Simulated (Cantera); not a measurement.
Feed: 1 mol Si, 3.3 mol HBr, 1.3 mol H2, 2 mol Br2, at 1.20 Pa.

Method: chemical equilibrium by Gibbs-energy minimisation in Cantera with the NASA 1993 tables (ideal gas, pure condensed phases). Candidate condensed phases: Br2, Si; 19 gas species. The tables' values for SiBr3, SiBr are old estimates; treat these amounts as uncertain. Rates play no part.

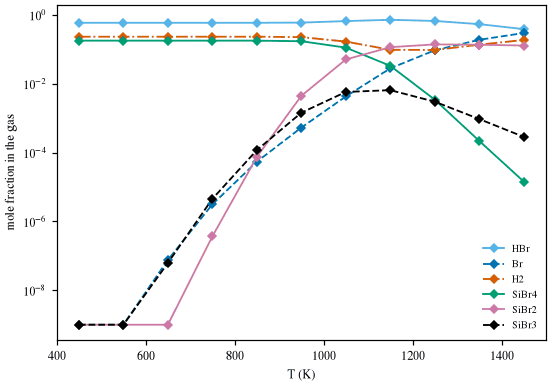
Equilibrium gas composition (values under 1e-9 drawn at 1e-9)

From 450 K to 1450 K nothing is condensed. The main Si-bearing gas is SiBr4 at 450 K and SiBr2 at 1450 K.
